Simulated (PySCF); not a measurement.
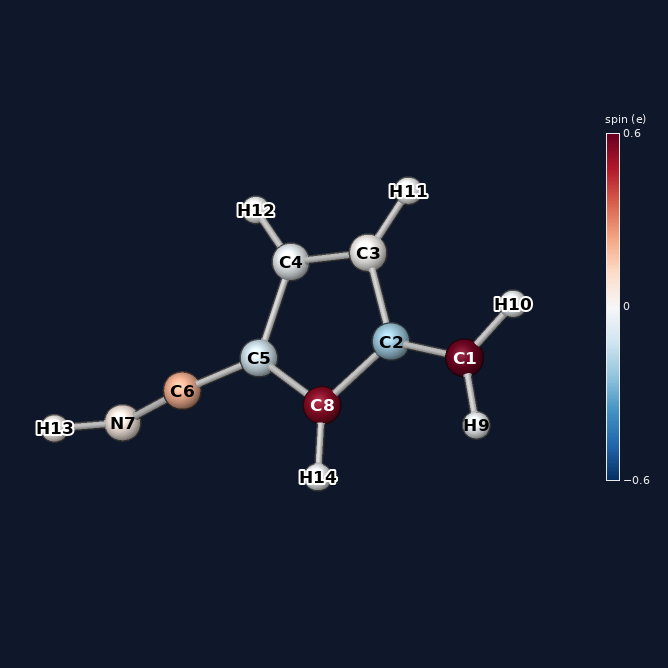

Atoms are coloured by their Mulliken spin populations. The species is neutral and a spin doublet. The computed structure is the end point of a GFN2-xTB optimisation. No frequency run is at hand to confirm it as a minimum. Method: UKS B3LYP, pcH-1 on C H N, non-relativistic (PySCF 2.14.0).

Question: Which atom carries the largest spin population?

Answer: C1 (0.58 e).

Question: Which atom has the lowest spin population?

Answer: C2 (−0.21 e); a negative value comes from spin polarisation.

Give the Mulliken spin populations atom by atom.

```
atom  value (e)
  C1       0.58
  C2      −0.21
  C3       0.01
  C4      −0.04
  C5      −0.10
  C6       0.21
  N7       0.05
  C8       0.54
  H9      −0.03
 H10      −0.03
 H11       0.00
 H12       0.00
 H13       0.02
 H14      −0.02
```

Mulliken values depend strongly on the basis set.
